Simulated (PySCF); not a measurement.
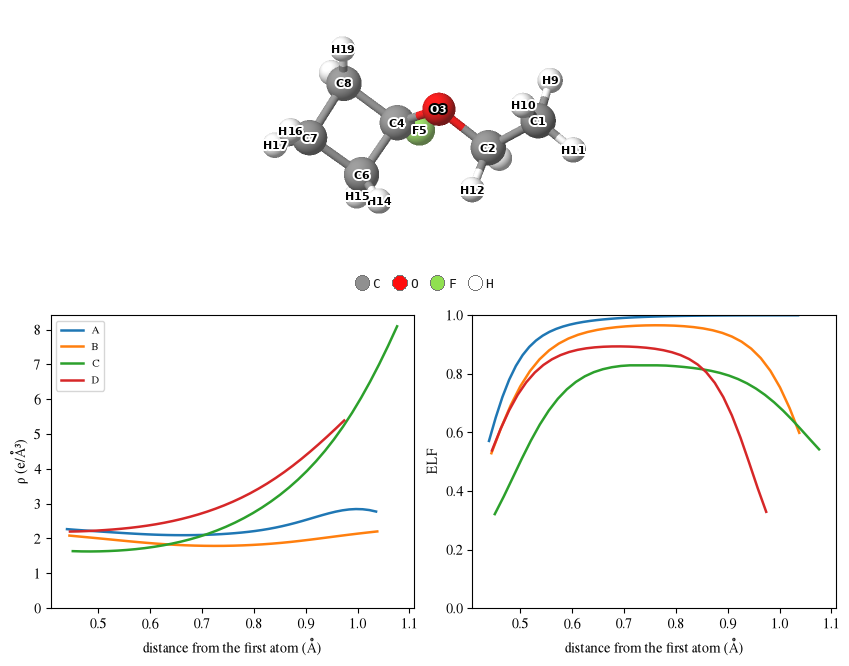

Figure 1: C₆H₁₁FO (SMILES CCOC1(F)CCC1). Total electron density and electron localisation function along straight lines between neighbouring atoms. The curves leave out the atomic cores. The structure is drawn too.

Geometry: GFN2-xTB, MD frame at 250 fs, 400 K.

All numbers below come from PBE0/pcSseg-1, SCF density, gas phase, non-relativistic in PySCF.

```yaml
atoms:
  - { symbol: C, position_ang: [2.9339, -0.6556, 0.0212] }
  - { symbol: C, position_ang: [1.5428, -0.9536, -0.3973] }
  - { symbol: O, position_ang: [0.5608, -0.1981, 0.4111] }
  - { symbol: C, position_ang: [-0.6640, -0.1195, -0.0778] }
  - { symbol: F, position_ang: [-0.5934, 0.3615, -1.3786] }
  - { symbol: C, position_ang: [-1.5248, -1.3694, -0.1197] }
  - { symbol: C, position_ang: [-2.4653, -0.8063, 0.9605] }
  - { symbol: C, position_ang: [-1.6890, 0.5869, 0.8787] }
  - { symbol: H, position_ang: [3.1442, 0.4636, -0.0991] }
  - { symbol: H, position_ang: [2.9639, -0.8409, 1.1402] }
  - { symbol: H, position_ang: [3.6900, -1.3256, -0.4080] }
  - { symbol: H, position_ang: [1.2095, -2.0738, -0.3249] }
  - { symbol: H, position_ang: [1.4203, -0.6433, -1.4790] }
  - { symbol: H, position_ang: [-0.9820, -2.2618, 0.0673] }
  - { symbol: H, position_ang: [-1.9956, -1.3547, -1.0932] }
  - { symbol: H, position_ang: [-2.5486, -1.1712, 2.0226] }
  - { symbol: H, position_ang: [-3.4677, -0.6816, 0.6252] }
  - { symbol: H, position_ang: [-2.2438, 1.2685, 0.2892] }
  - { symbol: H, position_ang: [-1.4116, 0.9892, 1.7919] }
```

Which curve belongs to which contact (C–C, C–F, C–H and C–O)? The first atom named is at distance zero.

Answer. Curve A: C–H (1.04 Å): the density is about 2.2 e/Å³ at the midpoint; the ELF climbs to about 1 towards the hydrogen, as it does in any bond to H; a covalent bond by its length. Curve B: C–C (1.48 Å): the density is about 1.8 e/Å³ at the midpoint; the ELF peaks at about 0.95 between the atoms: localised, covalent bonding. Curve C: C–F (1.39 Å): the density is about 2 e/Å³ at the midpoint, with its minimum of 1.6 e/Å³ about 0.5 Å from C; the ELF peaks at about 0.85 between the atoms; a polar covalent bond. Curve D: C–O (1.32 Å): the density is about 2.6 e/Å³ at the midpoint; the ELF peaks at about 0.90 between the atoms: a shared but strongly polarised pair.
